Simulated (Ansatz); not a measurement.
**BClH₂O₂ (SMILES OB(O)Cl): density, localisation and related maps**

Input

```
crystal:
  periodic: [false, false, false]
  atoms:
    - { symbol: O, position_ang: [-0.2331, 1.2248, -0.3863] }
    - { symbol: B, position_ang: [-0.1843, -0.1431, -0.0329] }
    - { symbol: O, position_ang: [-1.35317, -0.93963, -0.23543] }
    - { symbol: Cl, position_ang: [1.24906, -0.89992, 0.69039] }
    - { symbol: H, position_ang: [0.0095, 1.2964, -1.3624] }
    - { symbol: H, position_ang: [-1.28318, -1.30047, -1.16755] }
basis:
  gaussian: { orbitals: def2-SVP }
hamiltonian:
  xc: hf
relax:
  f_tol: 0.015
  max_steps: 40
output:
  orbitals: {}
```

Command:

```sh
ansatz run input.yaml --threads 1 --pin off --max-ram 2048MiB --backend cpu --events-out ev --progress --plain --runs-dir out
```

The fields are those of the relaxed geometry.

Computed with RHF/def2-SVP in Ansatz.

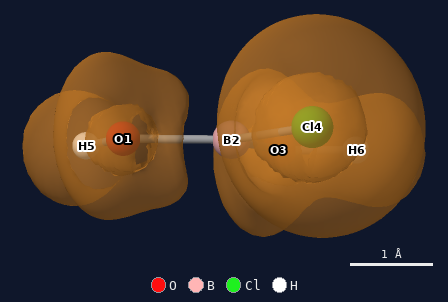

Figure 1. Isosurface of the ELF at 0.75 (orange), seen from one side. Core shells and regions of very low density are left out.

Describe the localisation domains.

Answer. At this value the surface marks out one region on Cl in which the atom's valence shell and bonds are merged and two joined regions spread over several atoms (H, O), in which their bonds and any lone pairs are merged. Profiles from the grid: B–O (1.34 Å): the ELF peaks at about 0.90 between the atoms, as expected for a polar covalent bond. B–Cl (1.78 Å): the ELF peaks at about 0.95 between the atoms: a polar covalent bond.

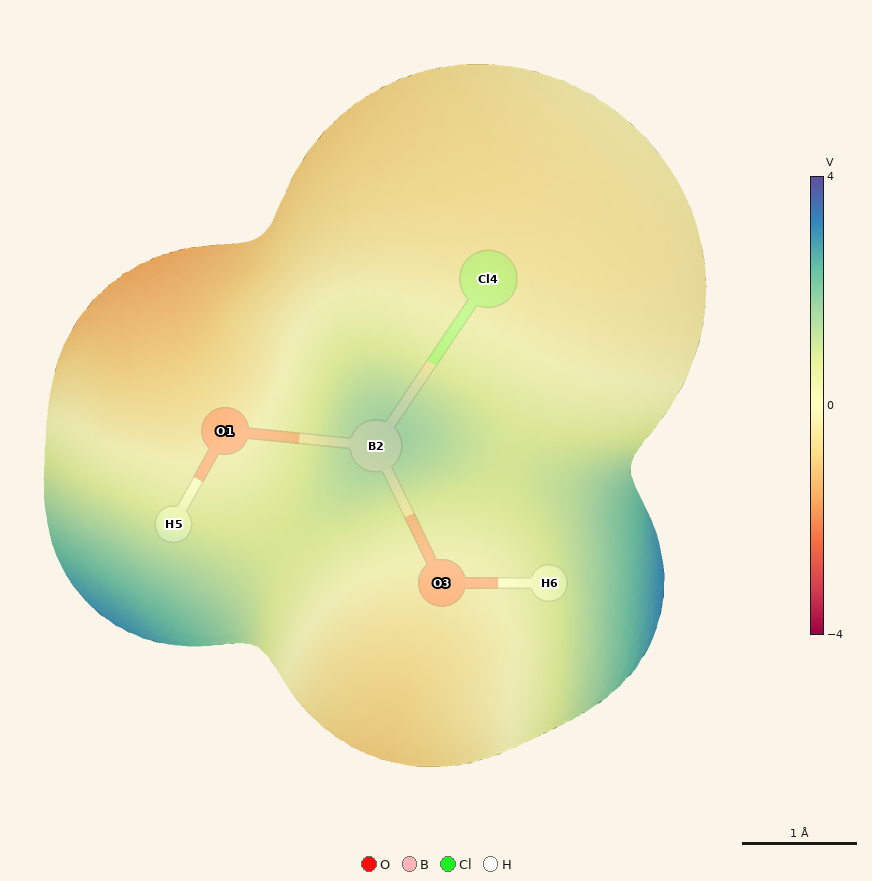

Figure 2. The molecular electrostatic potential painted on the density surface at 0.002 e/bohr³, seen across its widest extent; red is negative and blue positive.

Describe the electrostatic potential map.

Answer. The most negative region (about −1.5 V) lies over O1, the most positive (about +3.1 V) over H6. O1 is the likeliest acceptor of a hydrogen bond.

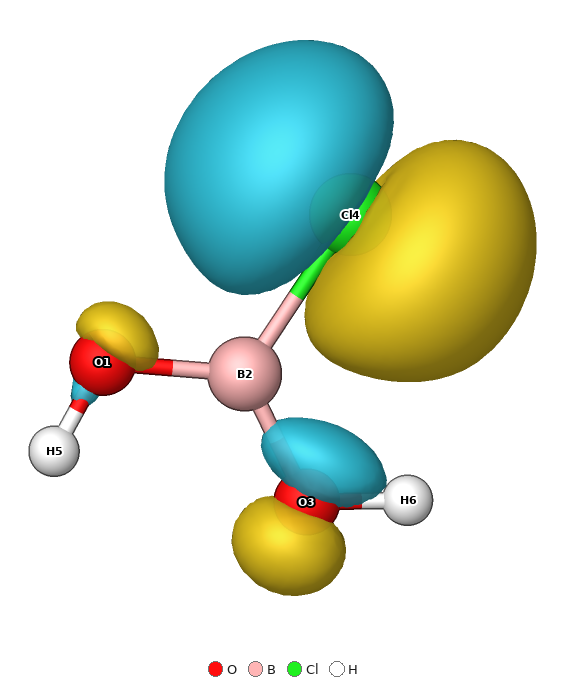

Figure 3. The HOMO at ±0.1 Å⁻³ᐟ² (yellow and cyan are the two phases), seen across its widest extent.

What is the character of this orbital?

Answer. It lies mainly on Cl4 (about 90 %); it is symmetric in the molecular plane (an in-plane orbital: σ, lone-pair or in-plane π type); largely a lone pair of Cl4. Its energy is −12.39 eV.
